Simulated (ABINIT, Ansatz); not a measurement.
# How the form of the self-energy moves the gap of ZnSe (Stilleite)

How much does the gap of ZnSe (Stilleite) depend on the approximation to the self-energy?

Calculated with ABINIT 10.8.3; PBE and many-body steps on it, plane waves.

**Experimental background.**

- Gap 2.695 ± 0.003 eV: excitonic gap from free-exciton PL, not corrected for exciton binding; photoluminescence; 300 K; bulk crystal (Bridgman-grown crystal, polished and etched) (“Alloy Disordering Effects on the Thermal Conductivity and Energy Gap Temperature Dependence of Cd1−xZnxSe Ternary Crystals Grown by the Bridgman Method”, 2023, pmc:10253836).

## Step 1: The structure

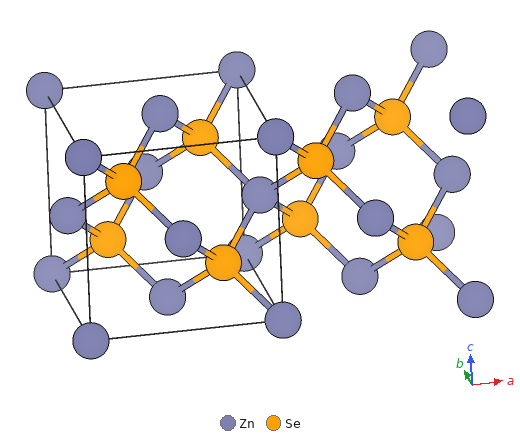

The cell as given, slightly off an axis (zinc blue, selenium orange). 2×1×1 cells are drawn. This picture shows the conventional cell, with its axes. Bonds to atoms that aren't drawn are left out. Some periodic images of atoms are drawn too.

The cell and positions come from the Crystallography Open Database and are kept as given unless a step says otherwise.

## Step 2: Empty states on the mesh, 4×4×4 mesh, 129 bands

This step: ABINIT 10.8.3; DFT, PBE, plane waves, norm-conserving pseudopotentials.

The sums over transitions need many empty states on a uniform mesh; this step solves for them.

Contents of run.abi:

```
acell 3*1.0 Angstrom
rprim 
  -0.000000000000 2.833800000000 2.833800000000
  2.833800000000 -0.000000000000 2.833800000000
  2.833800000000 2.833800000000 0.000000000000
ntypat 2
znucl 30 34
natom 2
typat 1 2
xred 
  0.000000000000 0.000000000000 0.000000000000
  0.250000000000 0.250000000000 0.250000000000
pp_dirpath "pseudos"
pseudos "Zn.upf, Se.upf"
ecut 39
ngkpt 4 4 4
nshiftk 1
shiftk 0 0 0
kptopt 1
chksymbreak 0
irdden 1
istwfk *1
nband 129
prtvol 0
optdriver 6
gwr_task "HDIAGO"
paral_kgb 0
occopt 1
indata_prefix "in"
outdata_prefix "out"
tmpdata_prefix "tmp"
```

Command:

```sh
OMP_NUM_THREADS=1 mpirun -n 4 abinit run.abi > log
```

The program printed:

```text
.Version 10.8.3 of ABINIT. v10.8.2 released Aug 2026.

 Symmetries : space group F-4 3 m (#216); Bravais cF (face-center cubic)
[... echo of the input left out ...]
== DATASET  1 ==================================================================
-   mpi_nproc: 4, omp_nthreads: 1 (-1 if OMP is not activated)

--- !DatasetInfo
iteration_state: {dtset: 1, }
dimensions: {natom: 2, nkpt: 8, mband: 129, nsppol: 1, nspinor: 1, nspden: 1, mpw: 3591, }
cutoff_energies: {ecut:  39.0, pawecutdg:  -1.0, }
[...]
Direct band gap semiconductor
 Fundamental gap:     1.288 (eV)
   VBM:     3.405 (eV) at k: [ 0.0000E+00,  0.0000E+00,  0.0000E+00]
   CBM:     4.693 (eV) at k: [ 0.0000E+00,  0.0000E+00,  0.0000E+00]
 Direct gap:         1.288 (eV) at k: [ 0.0000E+00,  0.0000E+00,  0.0000E+00]

== END DATASET(S) ==============================================================
================================================================================

 -outvars: echo values of variables after computation  --------
           etotal      0.0000000000E+00
            nband         129
             nkpt           8
          spgroup         216
 [... the other variables as echoed above ...]

 Calculation completed.
```

The job ended after 1.8 min (4 MPI ranks of Arm Neoverse N1, shared host; peak memory 3 GiB; 7.2 min of CPU time).

Numbers from this step:

| Item | Value |
| --- | --- |
| gap | 1.288 eV |
| k of the valence top | 0, 0, 0 |
| k of the conduction bottom | 0, 0, 0 |
| least direct gap | 1.288 eV |
| k points computed | 8 |
| lowest point of the top converged band, above the valence top | 88.1516 eV |

On this mesh the gap is 1.288 eV.

The density comes from a self-consistent run that is not shown.

## Step 3: Screening, 4×4×4 mesh, 60 bands, screening to 114.3 eV

The RPA dielectric matrix is built and inverted for each q.

This step: RPA screening on PBE, plane waves, norm-conserving pseudopotentials.

run.abi, as its differences from that of step 2:

```diff
@@ -20,10 +20,11 @@
 chksymbreak 0
-irdden 1
 istwfk *1
-nband 129
-prtvol 0
-optdriver 6
-gwr_task "HDIAGO"
-paral_kgb 0
 occopt 1
+irdwfk 1
+optdriver 3
+nband 60
+ecuteps 4.2
+inclvkb 2
+awtr 1
+symchi 1
 indata_prefix "in"
```

The program printed:

```text
.Version 10.8.3 of ABINIT. v10.8.2 released Aug 2026.

 Symmetries : space group F-4 3 m (#216); Bravais cF (face-center cubic)
[... echo of the input left out ...]
== DATASET  1 ==================================================================
-   mpi_nproc: 4, omp_nthreads: 1 (-1 if OMP is not activated)

--- !DatasetInfo
iteration_state: {dtset: 1, }
dimensions: {natom: 2, nkpt: 8, mband: 60, nsppol: 1, nspinor: 1, nspden: 1, mpw: 3591, }
cutoff_energies: {ecut:  39.0, pawecutdg:  -1.0, }
electrons: {nelect:   3.60000000E+01, charge:   0.00000000E+00, occopt:   1.00000000E+00, tsmear:   1.00000000E-02, }

 SCREENING: Calculation of the susceptibility and dielectric matrices

 Based on a program developped by R.W. Godby, V. Olevano, G. Onida, and L. Reining.
 Incorporated in ABINIT by V. Olevano, G.-M. Rignanese, and M. Torrent.
.Using double precision arithmetic ; gwpc =  8

[... cell and pseudopotentials left out ...]
--------------------------------------------------------------------------------

 ==== K-mesh for the wavefunctions ====
 Number of points in the irreducible wedge :     8
[... list of points left out ...]
 Together with 24 symmetry operations and time-reversal symmetry
 yields    64 points in the full Brillouin Zone.

 ==== Q-mesh for the screening function ====
 Number of points in the irreducible wedge :     8
[... list of points left out ...]
 Together with 24 symmetry operations and time-reversal symmetry
 yields    64 points in the full Brillouin Zone.

 setmesh: FFT mesh size selected  =    30x   30x   30
          total number of points  =        27000

 vcoul_init : cutoff-mode = AUXILIARY_FUNCTION
 q-points for optical limit:   1
     1)      0.000010    0.000020    0.000030

- screening: taking advantage of time-reversal symmetry
- Maximum band index for partially occupied states nbvw = 18
- Remaining bands to be divided among processors   nbcw = 42
- Number of bands treated by each node ~10

 Number of electrons calculated from density =   36.0000; Expected =   36.0000
 average of density, n =  0.117211
 r_s =    1.2676
 omega_plasma =   33.0248 [eV]

 calculating chi0 at frequencies [eV] :
  1    0.000000E+00    0.000000E+00
  2    0.000000E+00    3.302477E+01

--------------------------------------------------------------------------------
  q-point number  1        q = ( 0.000000, 0.000000, 0.000000) [r.l.u.]
--------------------------------------------------------------------------------
[... chi0 elements left out ...]
 For q-point:  0.000010 0.000020 0.000030
  dielectric constant =  13.9607
  dielectric constant without local fields =  14.9650

  Average fulfillment of the sum rule on Im[epsilon] for q-point    1 :     29.33  [%]
[... wings left out ...]
  q-point number  2        q = ( 0.250000, 0.000000, 0.000000) [r.l.u.]
--------------------------------------------------------------------------------
[... chi0 elements left out ...]
  Average fulfillment of the sum rule on Im[epsilon] for q-point    2 :     37.31  [%]

 [... 6 further q-points ...]
```

The job ended after 35 s (4 MPI ranks; peak memory 0.75 GiB).

Numbers from this step:

```
ε∞ with local fields, on this mesh, along the program's q direction : 13.96
the same without local fields                                       : 14.96
plasma frequency                                                    : 33.02 eV
plane waves in the screening matrix                                 : 137
```

Local fields lower ε∞ by 7 %. On a Γ-centred mesh this coarse the value itself is usually too large, while a short band sum pulls it down.

## Step 4: G0W0, Godby-Needs plasmon pole

The self-energy is evaluated for the states that the input lists, and the levels follow from it, in one-shot runs by the linearised quasiparticle equation.

This step: G0W0 on PBE, plane waves, norm-conserving pseudopotentials.

run.abi, as its differences from that of step 3:

```diff
@@ -23,8 +23,15 @@
 irdwfk 1
-optdriver 3
+optdriver 4
 nband 60
+gwcalctyp 0
+ecutsigx 39
+symsigma 1
+nkptgw 1
+kptgw 
+  0.0000000000 0.0000000000 0.0000000000
+bdgw 
+  16 22
 ecuteps 4.2
-inclvkb 2
-awtr 1
-symchi 1
+irdscr 1
+ppmodel 1
 indata_prefix "in"
```

The program printed:

```text
.Version 10.8.3 of ABINIT. v10.8.2 released Aug 2026.

 Symmetries : space group F-4 3 m (#216); Bravais cF (face-center cubic)
[... echo of the input left out ...]
== DATASET  1 ==================================================================
-   mpi_nproc: 4, omp_nthreads: 1 (-1 if OMP is not activated)

--- !DatasetInfo
iteration_state: {dtset: 1, }
dimensions: {natom: 2, nkpt: 8, mband: 60, nsppol: 1, nspinor: 1, nspden: 1, mpw: 3591, }
cutoff_energies: {ecut:  39.0, pawecutdg:  -1.0, }
electrons: {nelect:   3.60000000E+01, charge:   0.00000000E+00, occopt:   1.00000000E+00, tsmear:   1.00000000E-02, }

 SIGMA: Calculation of the GW corrections

 Based on a program developped by R.W. Godby, V. Olevano, G. Onida, and L. Reining.
 Incorporated in ABINIT by V. Olevano, G.-M. Rignanese, and M. Torrent.
.Using double precision arithmetic ; gwpc =  8

[... cell and pseudopotentials left out ...]
--------------------------------------------------------------------------------

 ==== K-mesh for the wavefunctions ====
 Number of points in the irreducible wedge :     8
[... list of points left out ...]
 Together with 24 symmetry operations and time-reversal symmetry
 yields    64 points in the full Brillouin Zone.

 ==== Q-mesh for screening function ====
 Number of points in the irreducible wedge :     8
[... list of points left out ...]
 Together with 24 symmetry operations and time-reversal symmetry
 yields    64 points in the full Brillouin Zone.

 vcoul_init : cutoff-mode = AUXILIARY_FUNCTION
 q-points for optical limit:   1
     1)      0.000010    0.000020    0.000030
 setmesh: FFT mesh size selected  =    45x   45x   45
          total number of points  =        91125

 Number of electrons calculated from density =   36.0000; Expected =   36.0000
 average of density, n =  0.117211
 r_s =    1.2676
 omega_plasma =   33.0248 [eV]

 === KS Band Gaps ===
  >>>> For spin  1
   Minimum direct gap =   1.2881 [eV], located at k-point      :   0.0000  0.0000  0.0000
   Fundamental gap    =   1.2881 [eV], Top of valence bands at :   0.0000  0.0000  0.0000
                                       Bottom of conduction at :   0.0000  0.0000  0.0000
 SIGMA fundamental parameters:
 PLASMON POLE MODEL  1
 number of plane-waves for SigmaX                 3527
 number of plane-waves for SigmaC and W            137
 number of plane-waves for wavefunctions          3527
 number of bands                                    60
 number of independent spin polarizations            1
 number of spinorial components                      1
 number of k-points in IBZ                           8
 number of q-points in IBZ                           8
 number of symmetry operations                      24
 number of k-points in BZ                           64
 number of q-points in BZ                           64
 number of frequencies for dSigma/dE                 9
 frequency step for dSigma/dE [eV]                0.25
 number of omega for Sigma on real axis              0
 max omega for Sigma on real axis  [eV]           0.00
 zcut for avoiding poles [eV]                     0.10

 EPSILON^-1 parameters (SCR file):
 dimension of the eps^-1 matrix on file            137
 dimension of the eps^-1 matrix used               137
 number of plane-waves for wavefunctions          3527
 number of bands                                    60
 number of q-points in IBZ                           8
 number of frequencies                               2
 number of real frequencies                          1
 number of imag frequencies                          1

 matrix elements of self-energy operator (all in [eV])

 Perturbative Calculation

--- !SelfEnergy_ee
iteration_state: {dtset: 1, }
kpoint     : [   0.000,    0.000,    0.000, ]
spin       : 1
KS_gap     :    1.288
QP_gap     :    2.572
Delta_QP_KS:    1.284
data: !SigmaeeData |
     Band     E0 <VxcDFT>   SigX SigC(E0)      Z dSigC/dE  Sig(E)    E-E0       E
       16   3.405 -16.589 -20.446   2.597   0.797  -0.254 -17.594  -1.005   2.400
       17   3.405 -16.589 -20.446   2.597   0.797  -0.254 -17.594  -1.005   2.400
       18   3.405 -16.589 -20.446   2.597   0.797  -0.254 -17.594  -1.005   2.400
       19   4.693 -12.624  -8.875  -3.407   0.815  -0.228 -12.345   0.279   4.972
       20   9.220 -10.891  -5.994  -4.040   0.812  -0.232 -10.195   0.695   9.915
       21   9.220 -10.891  -5.994  -4.040   0.812  -0.232 -10.195   0.695   9.915
       22   9.220 -10.891  -5.994  -4.040   0.812  -0.232 -10.195   0.695   9.915

== END DATASET(S) ==============================================================
================================================================================

 -outvars: echo values of variables after computation  --------
           etotal      0.0000000000E+00
            nband          60
             nkpt           8
          spgroup         216
 [... the other variables as echoed above ...]

 Calculation completed.
```

It took 6.3 s on 4 MPI ranks; peak memory 0.59 GiB.

This step gave:

* G0W0 gap on the points computed: 2.572 eV
* starting gap on the mesh: 1.288 eV
* k of the valence top: 0, 0, 0
* k of the conduction bottom: 0, 0, 0
* Z at the valence top: 0.797
* Z at the conduction bottom: 0.815
* least direct G0W0 gap on the computed points: 2.572 eV

The gap on the mesh goes from 1.29 eV to 2.57 eV, a correction of +1.28 eV.

## Step 5: G0W0, Hybertsen-Louie plasmon pole

run.abi, as its differences from that of step 4:

```diff
@@ -35,3 +35,3 @@
 irdscr 1
-ppmodel 1
+ppmodel 2
 indata_prefix "in"
```

The program printed:

```text
.Version 10.8.3 of ABINIT. v10.8.2 released Aug 2026.

 Symmetries : space group F-4 3 m (#216); Bravais cF (face-center cubic)
[... echo of the input left out ...]
== DATASET  1 ==================================================================
-   mpi_nproc: 4, omp_nthreads: 1 (-1 if OMP is not activated)

--- !DatasetInfo
iteration_state: {dtset: 1, }
dimensions: {natom: 2, nkpt: 8, mband: 60, nsppol: 1, nspinor: 1, nspden: 1, mpw: 3591, }
cutoff_energies: {ecut:  39.0, pawecutdg:  -1.0, }
electrons: {nelect:   3.60000000E+01, charge:   0.00000000E+00, occopt:   1.00000000E+00, tsmear:   1.00000000E-02, }

 SIGMA: Calculation of the GW corrections

 Based on a program developped by R.W. Godby, V. Olevano, G. Onida, and L. Reining.
 Incorporated in ABINIT by V. Olevano, G.-M. Rignanese, and M. Torrent.
.Using double precision arithmetic ; gwpc =  8

[... cell and pseudopotentials left out ...]
--------------------------------------------------------------------------------

 ==== K-mesh for the wavefunctions ====
 Number of points in the irreducible wedge :     8
[... list of points left out ...]
 Together with 24 symmetry operations and time-reversal symmetry
 yields    64 points in the full Brillouin Zone.

 ==== Q-mesh for screening function ====
 Number of points in the irreducible wedge :     8
[... list of points left out ...]
 Together with 24 symmetry operations and time-reversal symmetry
 yields    64 points in the full Brillouin Zone.

 vcoul_init : cutoff-mode = AUXILIARY_FUNCTION
 q-points for optical limit:   1
     1)      0.000010    0.000020    0.000030
 setmesh: FFT mesh size selected  =    45x   45x   45
          total number of points  =        91125

 Number of electrons calculated from density =   36.0000; Expected =   36.0000
[...]
number of q-points in BZ                           64
 number of frequencies for dSigma/dE                 9
 frequency step for dSigma/dE [eV]                0.25
 number of omega for Sigma on real axis              0
 max omega for Sigma on real axis  [eV]           0.00
 zcut for avoiding poles [eV]                     0.10

 EPSILON^-1 parameters (SCR file):
 dimension of the eps^-1 matrix on file            137
 dimension of the eps^-1 matrix used               137
 number of plane-waves for wavefunctions          3527
 number of bands                                    60
 number of q-points in IBZ                           8
 number of frequencies                               2
 number of real frequencies                          1
 number of imag frequencies                          1

 matrix elements of self-energy operator (all in [eV])

 Perturbative Calculation

--- !SelfEnergy_ee
iteration_state: {dtset: 1, }
kpoint     : [   0.000,    0.000,    0.000, ]
spin       : 1
KS_gap     :    1.288
QP_gap     :    2.518
Delta_QP_KS:    1.230
data: !SigmaeeData |
     Band     E0 <VxcDFT>   SigX SigC(E0)      Z dSigC/dE  Sig(E)    E-E0       E
       16   3.405 -16.589 -20.446   2.345   0.875  -0.142 -17.913  -1.324   2.081
       17   3.405 -16.589 -20.446   2.345   0.875  -0.142 -17.913  -1.324   2.081
       18   3.405 -16.589 -20.446   2.345   0.875  -0.142 -17.913  -1.324   2.081
       19   4.693 -12.624  -8.875  -3.856   0.882  -0.133 -12.719  -0.094   4.599
       20   9.220 -10.891  -5.994  -4.387   0.882  -0.133 -10.441   0.449   9.669
       21   9.220 -10.891  -5.994  -4.387   0.882  -0.133 -10.441   0.449   9.669
       22   9.220 -10.891  -5.994  -4.387   0.882  -0.133 -10.441   0.449   9.669

== END DATASET(S) ==============================================================
================================================================================

 -outvars: echo values of variables after computation  --------
           etotal      0.0000000000E+00
            nband          60
             nkpt           8
          spgroup         216
 [... the other variables as echoed above ...]

 Calculation completed.
```

The job ended after 6.3 s (4 MPI ranks; peak memory 0.59 GiB).

This step gave:

| Item | Value |
| --- | --- |
| G0W0 gap on the points computed | 2.518 eV |
| starting gap on the mesh | 1.288 eV |
| k of the valence top | 0, 0, 0 |
| k of the conduction bottom | 0, 0, 0 |
| Z at the valence top | 0.875 |
| Z at the conduction bottom | 0.882 |
| least direct G0W0 gap on the computed points | 2.518 eV |

Against G0W0 in ABINIT (4×4×4 mesh, 60 bands, screening to 114.3 eV, Godby-Needs plasmon pole), the gap moves by −0.054 eV.

## Step 6: G0W0, von der Linden-Horsch plasmon pole

run.abi, as its differences from that of step 5:

```diff
@@ -35,3 +35,3 @@
 irdscr 1
-ppmodel 2
+ppmodel 3
 indata_prefix "in"
```

The program printed:

```text
.Version 10.8.3 of ABINIT. v10.8.2 released Aug 2026.

 Symmetries : space group F-4 3 m (#216); Bravais cF (face-center cubic)
[... echo of the input left out ...]
== DATASET  1 ==================================================================
-   mpi_nproc: 4, omp_nthreads: 1 (-1 if OMP is not activated)

--- !DatasetInfo
iteration_state: {dtset: 1, }
dimensions: {natom: 2, nkpt: 8, mband: 60, nsppol: 1, nspinor: 1, nspden: 1, mpw: 3591, }
cutoff_energies: {ecut:  39.0, pawecutdg:  -1.0, }
[...]
20   9.220 -10.891  -5.994  -4.421   0.892  -0.121 -10.466   0.425   9.644
       21   9.220 -10.891  -5.994  -4.421   0.892  -0.121 -10.466   0.425   9.644
       22   9.220 -10.891  -5.994  -4.421   0.892  -0.121 -10.466   0.425   9.644

== END DATASET(S) ==============================================================
================================================================================

 -outvars: echo values of variables after computation  --------
           etotal      0.0000000000E+00
            nband          60
             nkpt           8
          spgroup         216
 [... the other variables as echoed above ...]

 Calculation completed.
```

The job ended after 5.6 s (4 MPI ranks; peak memory 0.22 GiB; 22 s of CPU time).

This step gave:

* G0W0 gap on the points computed: 2.508 eV
* starting gap on the mesh: 1.288 eV
* k of the valence top: 0, 0, 0
* k of the conduction bottom: 0, 0, 0
* least direct G0W0 gap on the computed points: 2.508 eV

Against G0W0 in ABINIT (4×4×4 mesh, 60 bands, screening to 114.3 eV, Godby-Needs plasmon pole), the gap moves by −0.064 eV.

(Continued in part 2 of 2.)

[Paths, hosts, dates, memory and timing lines, banners, echoed tables and standing remarks are left out of the program output.]

[Logs are printed without paths, hosts, clocks, repeated set-up lines and the standing remarks that a program may print on its own settings, such as how far it seeks lower states.]

[Runs of the session that timed out or met a known fault of the program may be left out.]

[Hosts, paths, dates, database ids (printed as entryN), source tags and the programs' standing remarks are cut or masked in the printed files.]

[G0W0 gaps are taken among the corrected bands and points alone; a level outside them can change the order at an edge.]

[Where Ansatz stands beside ABINIT at settings called matched, ABINIT's density can come from a denser mesh and the files from another edition; pairs whose starting gaps differed by over 0.03 eV were left out, so agreement reads better than it is.]
